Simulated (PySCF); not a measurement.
The calculation's input:

```
{"job": {"kind": "nmr", "xc": "PBE0", "basis": "pcSseg-1"}, "charge": 0, "multiplicity": 1}
B      3.040249    -0.092218     0.295772
P      1.340233     0.056130     0.954312
Si    -0.034764    -0.358087    -0.738018
C     -1.684802     0.446009    -0.248160
F     -1.811190     1.762496    -0.520464
C     -2.693696    -0.170235     0.342937
F     -2.647752    -1.465363     0.640343
F     -3.859220     0.342924     0.714972
H      3.312311    -1.058508    -0.304363
H      3.862931     0.687211     0.575079
H      1.156721     1.412420     1.152326
H     -0.243674    -1.799884    -0.834486
H      0.258263     0.237592    -2.047978
```

Run with:

```sh
OMP_NUM_THREADS=1 python probes_run.py task.json out
```

Geometry: GFN2-xTB.

Method: PBE0/pcSseg-1, SCF density, gas phase, non-relativistic in PySCF 2.14.0.

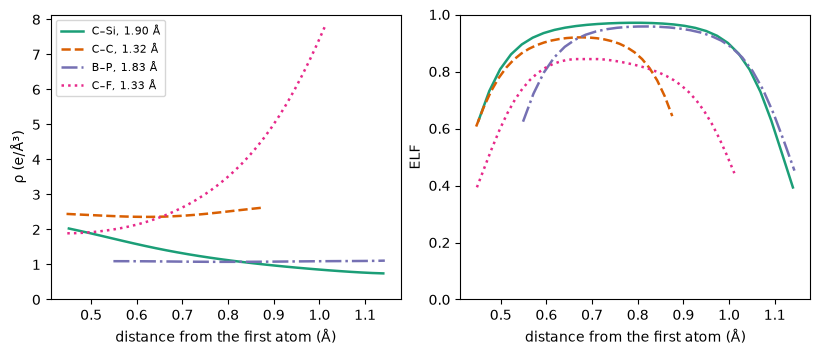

C2H5BF3PSi (SMILES BP[SiH2]C(F)=C(F)F). Total electron density and ELF along straight lines between neighbouring atoms. The curves leave out the atomic cores.

What kind of bonding do the profiles show?

Answer. C–Si (1.90 Å): ρ is about 0.91 e/Å³ halfway; the ELF peaks at about 1 between the atoms (localised, covalent bonding).
C–C (1.32 Å): ρ at the midpoint is about 2.4 e/Å³; the ELF peaks at about 0.90 between the atoms (a short, multiple covalent bond).
B–P (1.83 Å): ρ is about 1.1 e/Å³ halfway; the ELF peaks at about 0.95 between the atoms, as expected for a covalent bond.
C–F (1.33 Å): ρ at the midpoint is about 2.4 e/Å³; the ELF peaks at about 0.85 between the atoms, as expected for a shared but strongly polarised pair.
